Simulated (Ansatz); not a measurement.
# Calculations on C3H7N

**1. Relaxation**

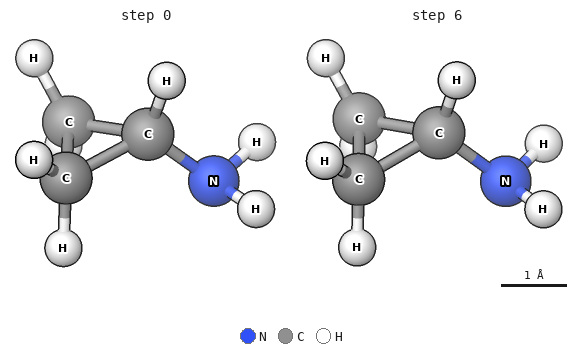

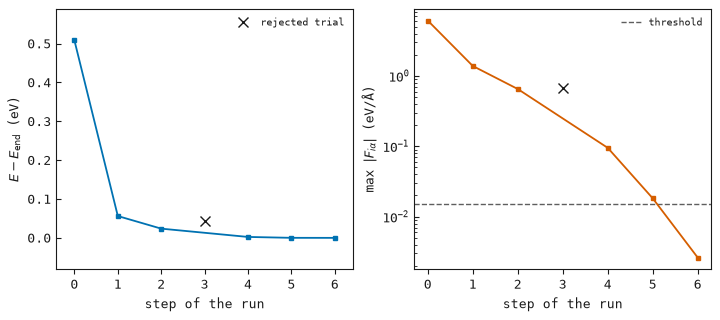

First and last geometry of a relaxation of C3H7N, with the history of the run. A ball-and-stick model, seen from a free direction.

The run prepares an end point of a later path (torsion) calculation, from a guessed geometry.

Theory: RKS BHLYP/def2-SVP (Ansatz). (no spin polarisation; force threshold 0.015 eV/Å; at most 40 steps)

What do the curves and the structures tell?

It converged. An H atom moves most after the best rigid fit: 0.071 Å. By element the largest moves are H 0.071 Å, C 0.063 Å, N 0.016 Å. Some distances before and after: C–H 1.009 → 1.085 Å, H–N 1.071 → 1.010 Å, C–H 1.142 → 1.085 Å, C–N 1.393 → 1.427 Å. Bond angles that change, for instance: C–C–H 124.6° → 117.3°, C–C–H 110.4° → 117.3°, C–C–H 112.0° → 118.6°. After 5 accepted moves (6 points after the start) the energy has fallen by 0.508 eV. Largest force component: 6.1 eV/Å at the start, 0.0026 eV/Å at the end. The line search rejected the trial step at point 3 of the run. Cost: 16 s on 1 thread of Intel(R) Xeon(R) 6975P-C (Granite Rapids), on a shared host, peak memory 0.2 GiB.

```csv
step,"E − E(0), eV","largest force component, eV/Å",note
0,0.0000,6.1115,
1,-0.4522,1.3848,
2,-0.4846,0.6517,
3,-0.4649,0.6847,rejected
4,-0.5060,0.0950,
5,-0.5083,0.0182,
6,-0.5084,0.0026,
```

**2. Relaxation**

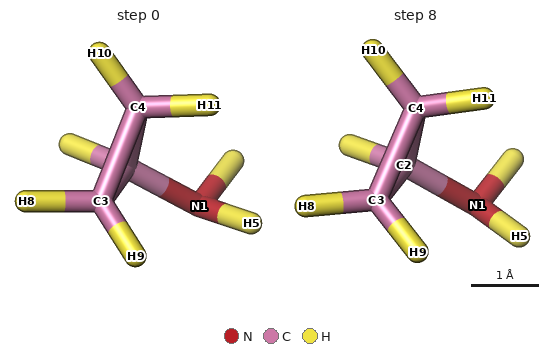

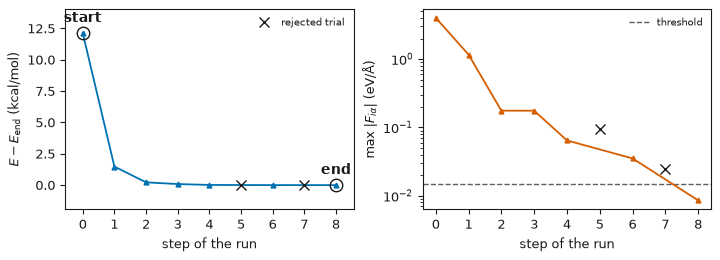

First and last geometry of a relaxation of C3H7N, with the history of the run. Style: stick. Shown from a free direction.

The run prepares an end point of a later path (torsion) calculation, from a guessed geometry.

The calculation used Ansatz 0.2.0, RKS BHLYP/def2-SVP.

Input
```yaml
crystal:
  periodic: [false, false, false]
  atoms:
    - { symbol: "N", position_ang: [-1.1223, 0.9091, -0.4364] }
    - { symbol: C, position_ang: [0.1379, 0.4674, -0.0396] }
    - { symbol: C, position_ang: [1.04733, -0.03454, -1.10382] }
    - { symbol: C, position_ang: [1.37629, 1.26585, -0.38746] }
    - { symbol: H, position_ang: [-1.1177, 1.4069, -1.3742] }
    - { symbol: H, position_ang: [-1.5185, 1.6706, 0.2044] }
    - { symbol: H, position_ang: [0.20757, -0.02489, 0.95685] }
    - { symbol: H, position_ang: [1.74178, -0.88426, -0.78812] }
    - { symbol: H, position_ang: [0.73567, -0.10408, -2.12173] }
    - { symbol: H, position_ang: [2.1591, 1.33518, 0.24563] }
    - { symbol: H, position_ang: [1.16261, 2.15094, -1.05813] }
basis:
  gaussian: { orbitals: def2-SVP }
hamiltonian:
  xc: { name: BHLYP }
relax:
  f_tol: 0.015
  max_steps: 40
```

Run as
```bash
ansatz run input.yaml --threads 1 --pin off --max-ram 2048MiB --backend cpu --events-out ev --progress --plain --runs-dir out
```

### Read the history and describe the run.

It converged. The atom that moves furthest after the best rigid fit is H5 (0.26 Å). By element the largest moves are H 0.26 Å, N 0.06 Å, C 0.04 Å. Some distances before and after: C4–H10 1.009 → 1.086 Å, N1–H6 1.071 → 1.011 Å, C3–H8 1.142 → 1.085 Å, N1–H5 1.062 → 1.010 Å. Bond angles that change, for instance: C3–C4–H11 110.4° → 117.4°, C4–C3–H9 124.6° → 117.8°, C4–C3–H8 112.0° → 118.8°. The energy falls by 12.1 kcal/mol in 6 accepted moves (8 points after the start). Largest force component: 4 eV/Å at the start, 0.0086 eV/Å at the end. The line search rejected the trial steps at points 5, 7 of the run. Cost: 19 s on 1 thread of Intel(R) Xeon(R) 6975P-C (Granite Rapids), on a shared host, peak memory 0.19 GiB.

```csv
step,"E − E(0), kcal/mol","largest force component, eV/Å",note
0,0.00,4.0088,
1,-10.65,1.1622,
2,-11.91,0.1760,
3,-12.05,0.1758,
4,-12.12,0.0646,
5,-12.11,0.0948,rejected
6,-12.13,0.0352,
7,-12.13,0.0249,rejected
8,-12.13,0.0086,
```

**3. Path**

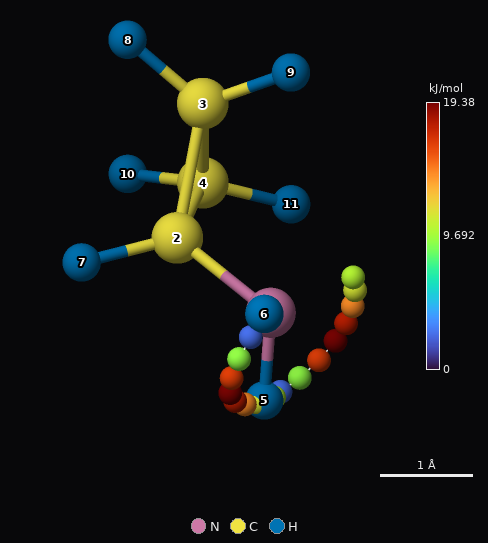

A search for the minimum-energy path of C3H7N by the nudged elastic band. Images are numbered from 0 (start) to 8 (end). The start is drawn whole; smaller spheres mark the moving atoms (H) in the later images, joined by lines and coloured by the energy of the image relative to the start. Style: ball-and-stick. Shown from a free direction.

Theory: RKS BHLYP/def2-SVP in Ansatz 0.2.0. Run with 7 movable images; climbing image; force threshold 0.05 eV/Å; iteration limit 60; starting path by image-dependent pair potential.

**Describe the path and its energy.**

The motion is a rotation about the C–N bond by about 135°. No bond forms or breaks between the ends. Bond angles that change up to the highest image, for instance: N–C–H 118.1° → 113.3°, N–C–C 117.4° → 121.6°. The highest point, image 4, lies 19.4 kJ/mol above the start and 9.1 kJ/mol above the end; the end is at +10.2 kJ/mol relative to the start. The band converged in 5 iterations, with a climbing image at the top. At the top, the vibrational analysis gives one imaginary mode (309i cm⁻¹), as a transition state must have.
